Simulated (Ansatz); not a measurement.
**C2H7NOSi: density, localisation and related maps**

Input

```
crystal:
  periodic: [false, false, false]
  atoms:
    - { symbol: "N", position_ang: [-1.2916, -0.7603, 1.3942] }
    - { symbol: C, position_ang: [-0.0981, -0.8462, 0.6354] }
    - { symbol: C, position_ang: [0.2256, 0.492, 0.0756] }
    - { symbol: O, position_ang: [-0.4107, 0.9226, -1.0545] }
    - { symbol: Si, position_ang: [1.0715, 0.6249, -1.5687] }
    - { symbol: H, position_ang: [-2.047, -0.3322, 0.7402] }
    - { symbol: H, position_ang: [-1.2074, 0.0011, 2.1044] }
    - { symbol: H, position_ang: [-0.1904, -1.588, -0.1468] }
    - { symbol: H, position_ang: [0.699, -1.1796, 1.3506] }
    - { symbol: H, position_ang: [0.5368, 1.2219, 0.8597] }
    - { symbol: H, position_ang: [1.0745, -0.5401, -2.4377] }
    - { symbol: H, position_ang: [1.7148, 1.9286, -1.9185] }
basis:
  gaussian: { orbitals: def2-SVP }
hamiltonian:
  xc: pbe0
  dispersion: d4
relax:
  f_tol: 0.02
  max_steps: 50
output:
  orbitals: {}
```

Command:

```sh
ansatz run input.yaml --threads 2 --pin off --max-ram 3072MiB --backend cpu --events-out ev --progress --plain --runs-dir out
```

The fields are those of the relaxed geometry.

These are results of RKS PBE0-D4/def2-SVP (Ansatz), not measurements.

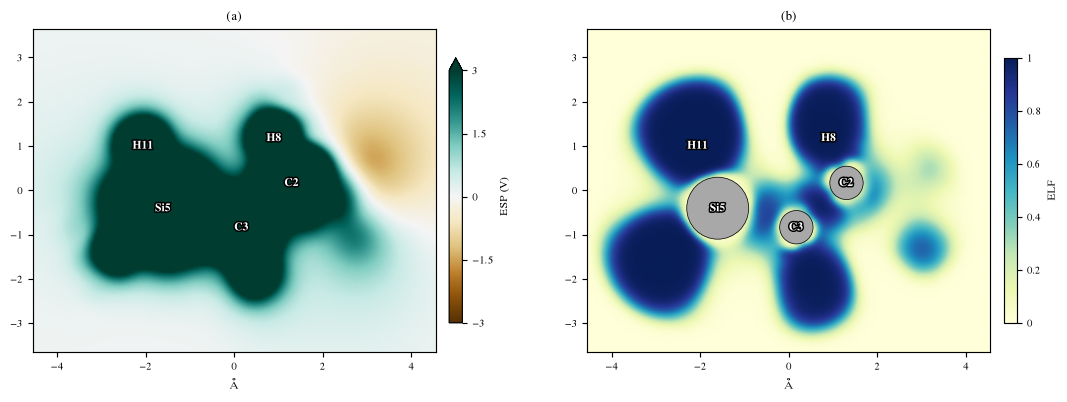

Figure 1. (a) electrostatic potential; (b) ELF on the plane of atoms C3, Si5 and H11. Grey discs cover the atomic cores in the ELF map.

Read the bonding off the picture.

Answer. The section cuts through C, Si and H sites.
C–C (1.51 Å): the ELF peaks at about 0.95 between the atoms: localised, covalent bonding.
C–Si (1.83 Å): the ELF peaks at about 0.85 between the atoms; a shared electron pair.
C–H (1.10 Å): the ELF climbs to about 1 towards the hydrogen, as it does in any bond to H: an ordinary covalent bond to hydrogen.
Outside the dense part of the molecule the potential is most negative (−1.5 V) near N1, which lies off the plane.

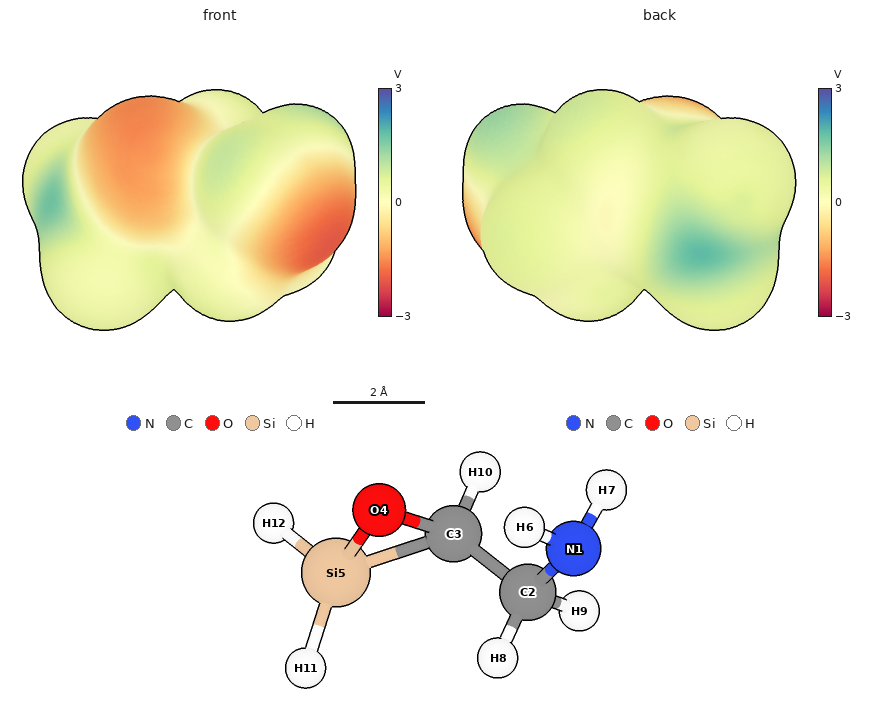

Figure 2. The electrostatic potential painted on the density surface at 0.002 e/bohr³, seen from the front and from behind; red is negative and blue positive. The bare structure is drawn below in the same view.

Where is the surface potential most negative and most positive?

Answer. The most negative region (about −2.0 V) lies over N1, the most positive (about +1.7 V) over Si5. N1 is the likeliest acceptor of a hydrogen bond.

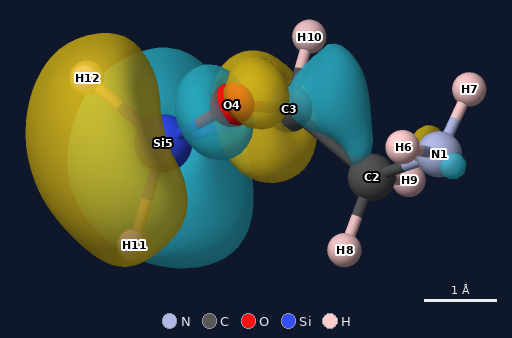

Figure 3. The LUMO at ±0.1 Å⁻³ᐟ² (yellow and cyan are the two phases), seen at a tilt.

What is the character of this orbital?

Answer. Its weight (Hirshfeld) is mainly on Si5 (about 60 %), C3 (about 10 %) and O4 (about 10 %). Its energy is −0.25 eV.
